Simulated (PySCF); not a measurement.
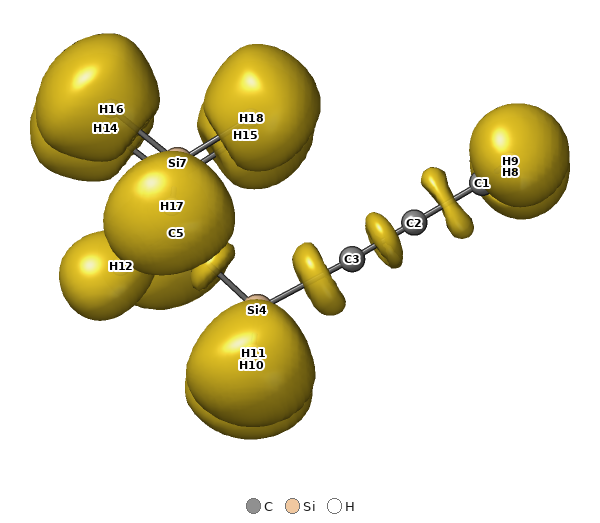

Figure 1: C$_{4}$H$_{11}$Si$_{3}$ (SMILES [CH2]C#C[SiH2]C([SiH3])[SiH3]) (doublet). Isosurface of the ELF at 0.85 (yellow), seen from one side. Core shells and regions of very low density are left out.

Geometry: GFN2-xTB.

These are results of UKS B3LYP, pcH-1 on C H Si, non-relativistic, mean-field spin-orbit, GIAO (PySCF 2.14.0, density-fitted response routines), not measurements.

```xyz
18

C     3.7425   -0.1567   -0.4884
C     2.5696   -0.3215    0.1471
C     1.4962   -0.4739    0.7334
Si   -0.1354   -0.6619    1.5469
C    -1.4902   -0.0026    0.3681
Si   -1.6318   -1.0406   -1.2188
Si   -1.2928    1.8538    0.0071
H     4.1492   -0.9356   -1.1090
H     4.2997    0.7583   -0.3900
H    -0.3646   -2.0854    1.8363
H    -0.1377    0.1076    2.7997
H    -2.4375   -0.1202    0.9050
H    -1.8725   -2.4464   -0.8730
H    -2.7612   -0.5665   -2.0265
H    -0.3993   -0.9423   -2.0019
H    -2.3997    2.3248   -0.8326
H    -1.3195    2.6136    1.2627
H    -0.0235    2.1019   -0.6777
```

Q: Describe the localisation domains.

A: The ELF exceeds this value in two regions between bonded C–C atoms (shared pairs), four regions between bonded C–Si atoms (shared pairs) and eleven regions around hydrogen nuclei. Along the contacts the grid gives the following. C–C (1.23 Å): the ELF peaks at about 0.85 between the atoms; a short, multiple covalent bond. C–Si (1.83 Å): the ELF peaks at about 0.95 between the atoms: localised, covalent bonding.
